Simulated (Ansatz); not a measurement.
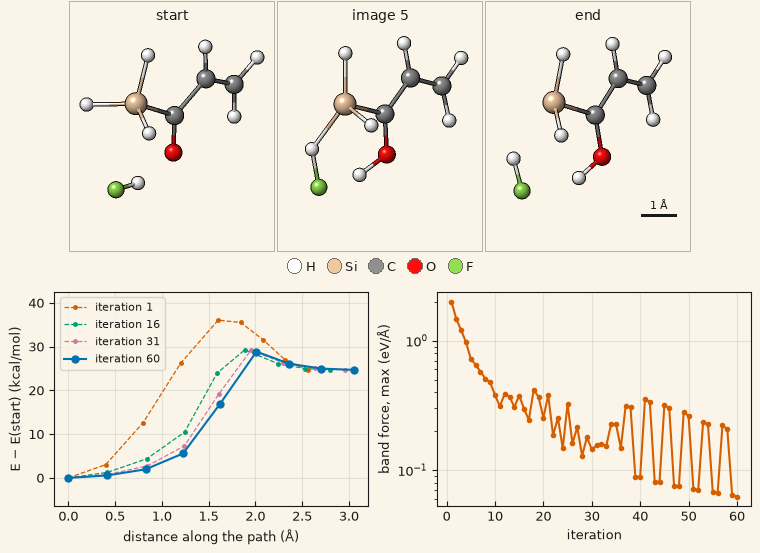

A search for the minimum-energy path of C3H7FOSi by the nudged elastic band. Images are numbered from 0 (start) to 8 (end). The plot follows the band through its iterations. The picture is a ball-and-stick view, seen from a free direction.

The calculation used Ansatz 0.2.0, RKS PBE/6-31G*. Settings: 7 movable images; climbing image; force threshold 0.03 eV/Å; iteration limit 60; optimiser L-BFGS; largest step 0.02 Å; starting path through a guess of the saddle point.

### Did the band converge, and can the barrier be trusted?

The result isn't final. The band hadn't converged when the run stopped after 60 iterations. The largest component of the band force went from 2 to 0.063 eV/Å. The barrier read from it is provisional, though the highest image hardly moved in the last two iterations. The step length is far from the usual. The first iteration put the highest image at 36.1 kcal/mol. Forward barrier 28.9 kcal/mol, backward barrier 4.2 kcal/mol, with image 5 at the top; the reaction energy is +24.7 kcal/mol.
